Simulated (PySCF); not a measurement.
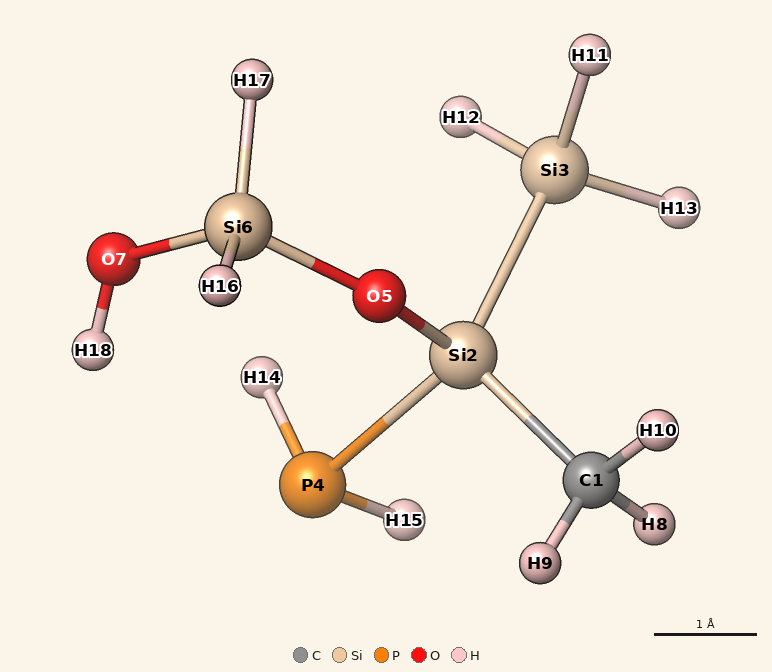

Orthographic view. Depth is shown by fading: the farther an atom, the more it takes the colour of the background. The computed structure is the end point of a GFN2-xTB optimisation. No frequency run is at hand to confirm it as a minimum.

Write a MOL file (V2000) with the atoms in numerical order, bonds sorted by atom number with the orders drawn, and coordinates in the frame of the picture: x right, y up, z towards the viewer, origin at the mean position.

```
CH11O2PSi3
                    3D

 18 17  0  0  0  0  0  0  0  0999 V2000
    1.7300   -1.5600    0.6400 C   0  0  0  0  0  0  0  0  0  0  0  0
    0.4800   -0.3300   -0.1100 Si  0  0  1  0  0  4  0  0  0  0  0  0
    1.3700    1.4900   -1.2500 Si  0  0  0  0  0  4  0  0  0  0  0  0
   -1.0000   -1.6100   -1.2700 P   0  0  0  0  0  0  0  0  0  0  0  0
   -0.3500    0.2500    1.1700 O   0  0  0  0  0  0  0  0  0  0  0  0
   -1.7300    0.9300    1.6900 Si  0  0  0  0  0  4  0  0  0  0  0  0
   -2.9600    0.6100    0.6800 O   0  0  0  0  0  0  0  0  0  0  0  0
    2.3600   -2.0000   -0.1400 H   0  0  0  0  0  0  0  0  0  0  0  0
    1.2300   -2.3800    1.1500 H   0  0  0  0  0  0  0  0  0  0  0  0
    2.3900   -1.0700    1.3500 H   0  0  0  0  0  0  0  0  0  0  0  0
    1.7200    2.6200   -0.3800 H   0  0  0  0  0  0  0  0  0  0  0  0
    0.4500    2.0100   -2.2700 H   0  0  0  0  0  0  0  0  0  0  0  0
    2.6000    1.1100   -1.9700 H   0  0  0  0  0  0  0  0  0  0  0  0
   -1.5000   -0.5500   -2.0200 H   0  0  0  0  0  0  0  0  0  0  0  0
   -0.1000   -1.9500   -2.2600 H   0  0  0  0  0  0  0  0  0  0  0  0
   -1.9100    0.3500    3.0100 H   0  0  0  0  0  0  0  0  0  0  0  0
   -1.6000    2.3700    1.5800 H   0  0  0  0  0  0  0  0  0  0  0  0
   -3.1600   -0.2800    0.4000 H   0  0  0  0  0  0  0  0  0  0  0  0
  1  2  1  0
  1  8  1  0
  1  9  1  0
  1 10  1  0
  2  3  1  0
  2  4  1  0
  2  5  1  0
  3 11  1  0
  3 12  1  0
  3 13  1  0
  4 14  1  0
  4 15  1  0
  5  6  1  0
  6  7  1  0
  6 16  1  0
  6 17  1  0
  7 18  1  0
M  END
```
